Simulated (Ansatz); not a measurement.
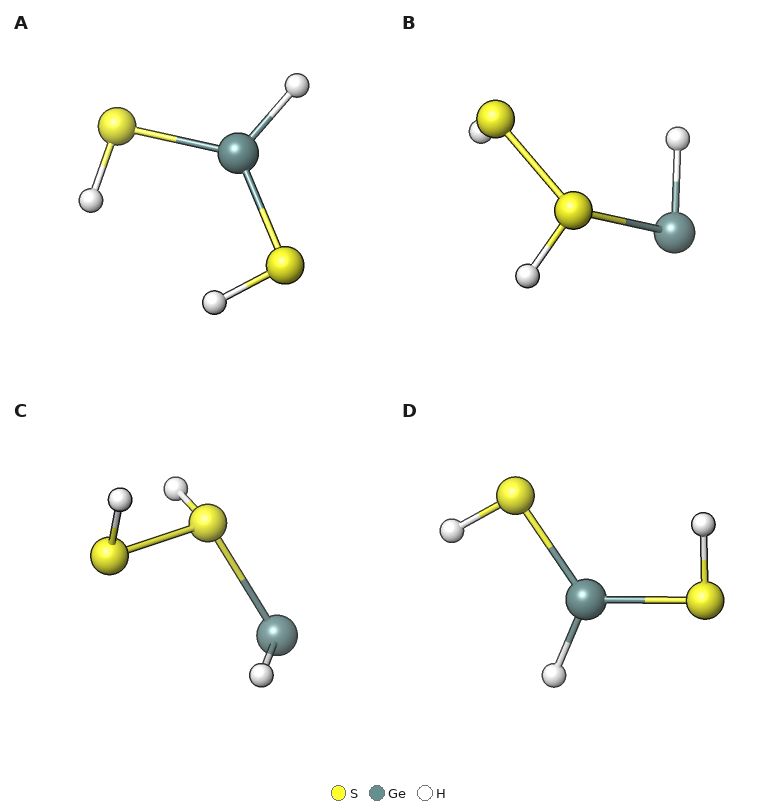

4 stationary structures of one formula. State: charge +1, singlet. Geometries: PBE0-D4/def2-TZVP. Electronic energies: RHF-CCSD(T) (frozen core)/def2-TZVPP (Ansatz 0.2.0), without zero-point energy. No frequency run is at hand to confirm each as a minimum.

**Which structure is the most stable?**

D is lowest (Cs); A lies 0.018 eV above it (C2v), C lies 1.724 eV above it (C1), B lies 1.788 eV above it (C1).
